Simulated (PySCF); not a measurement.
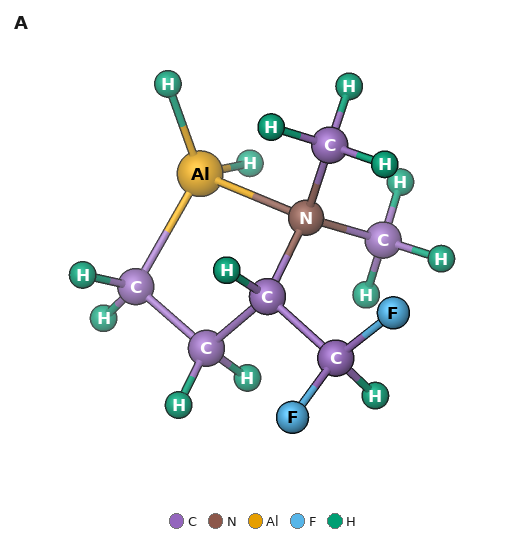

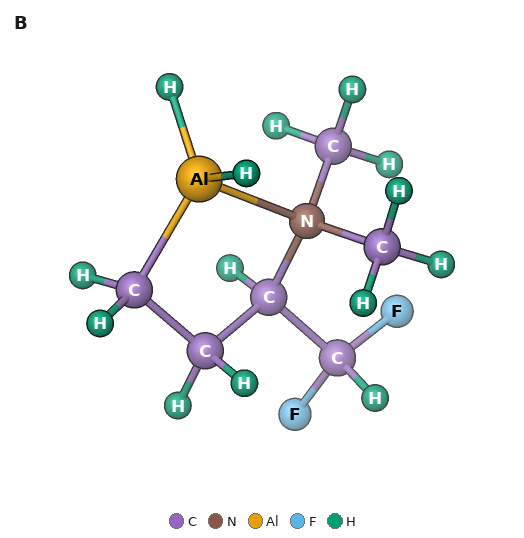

Distant atoms are faded towards the background colour. The geometry was computed by an optimisation with PBE0-D3(BJ)/def2-SVP. No frequency run is at hand to confirm it as a minimum.

### Can A be turned into B by a rotation alone?

No. They are enantiomers, mirror images that no rotation superimposes: A is C[N+]1(C)[AlH2-][CH2]C[C@H]1C(F)F (), B is C[N+]1(C)[AlH2-][CH2]C[C@@H]1C(F)F (). Their energies are equal.
